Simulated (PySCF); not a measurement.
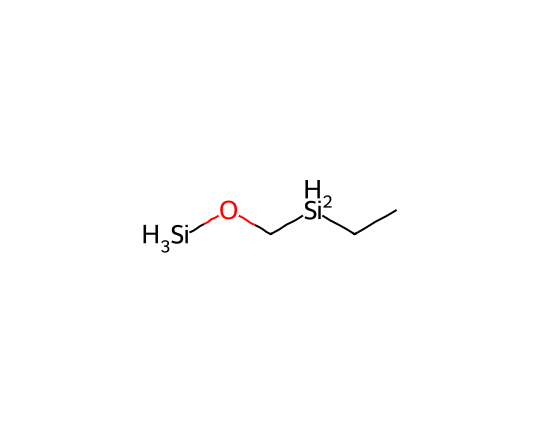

Computed geometry: GFN2-xTB optimisation. No frequency run is at hand to confirm it as a minimum. Level of theory: CAM-B3LYP/def2-SVPD, gas phase (PySCF 2.14.0). Excitations: vertical, linear response.

Computed properties:

The species is C₃H₁₂OSi₂ (`CC[SiH2]CO[SiH3]`).
- dipole moment: 0.71 D
- HOMO energy (Kohn–Sham orbital): −8.84 eV
- LUMO energy (Kohn–Sham orbital): 0.99 eV
- HOMO–LUMO gap: 9.83 eV
- mean static polarisability: 92.7 bohr³
- lowest vertical singlet excitation: 6.52 eV
- its oscillator strength: 0.006
- brightest of the 8 lowest singlets: 8.10 eV
- its oscillator strength: 0.05

The geometry is semi-empirical. Around Si such bond lengths and angles can be off by a tenth of an ångström or more and by several degrees, and values that hang on the shape move with them.
